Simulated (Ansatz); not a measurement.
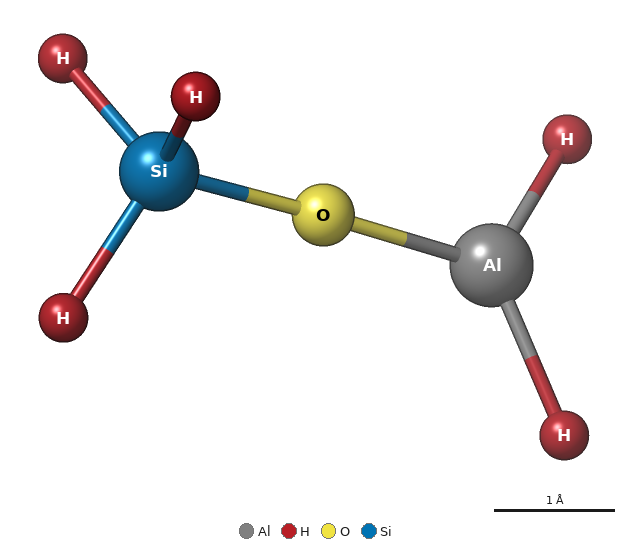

Rendered structure (ball-and-stick style).

What is the molecular formula?

AlH₅OSi, 8 atoms: 1 aluminium, 5 hydrogen, 1 oxygen and 1 silicon.

How many bonds of each kind are drawn?

3 Si–H, 2 Al–H, 1 O–Si, 1 Al–O. Sticks follow a distance rule.

The parts below concern this one geometry. Atoms keep their numbers from picture to picture. The geometry was computed by an optimisation with PBE0-D4/def2-TZVP.

Charges

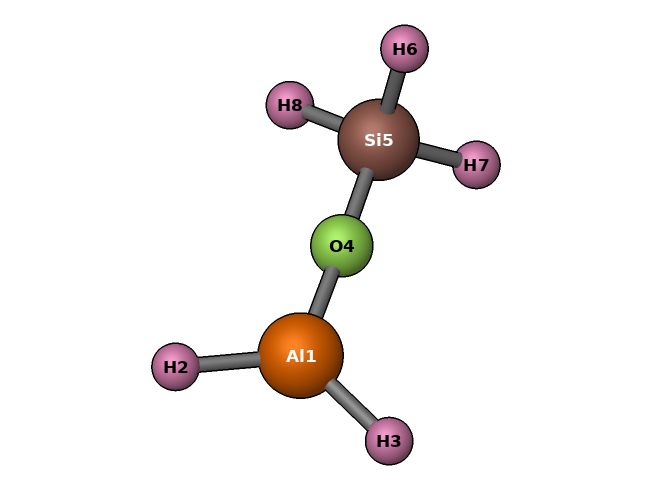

The questions are on Mulliken charges. Properties computed with RKS PBE0-D4/def2-TZVP (Ansatz 0.2.0).

Give the Mulliken charges atom by atom.

| atom | value (e) |
| --- | --- |
| Al1 | 0.37 |
| H2 | −0.09 |
| H3 | −0.09 |
| O4 | −0.31 |
| Si5 | 0.24 |
| H6 | −0.04 |
| H7 | −0.04 |
| H8 | −0.04 |

Electronic properties

Properties computed with RHF-CCSD(T), frozen core/def2-TZVPP (Ansatz 0.2.0).

Estimate the T1 diagnostic.

0.012.

Vibrations

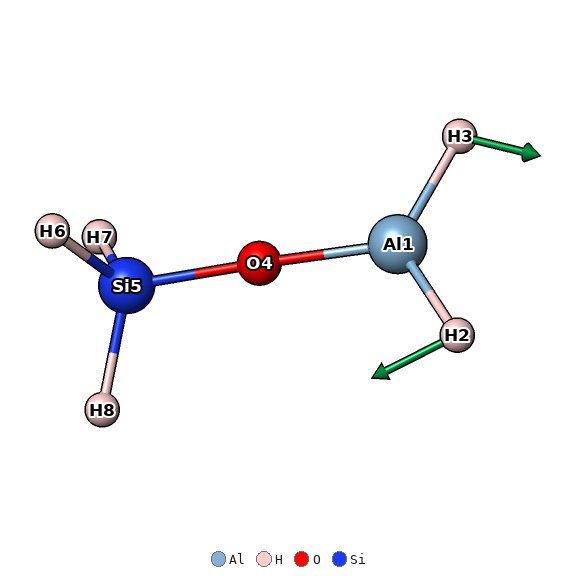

The arrows show one normal mode. Harmonic vibrations computed with RKS PBE0-D4/def2-TZVP (Ansatz 0.2.0) at a stationary point of the same level.

Describe the motion.

Mostly H–Al–O bending.

At what wavenumber does it lie?

553 cm⁻¹; it is mode 5 of 18 counted from the lowest.

Mulliken values depend strongly on the basis set and can even reverse the polarity of a bond.
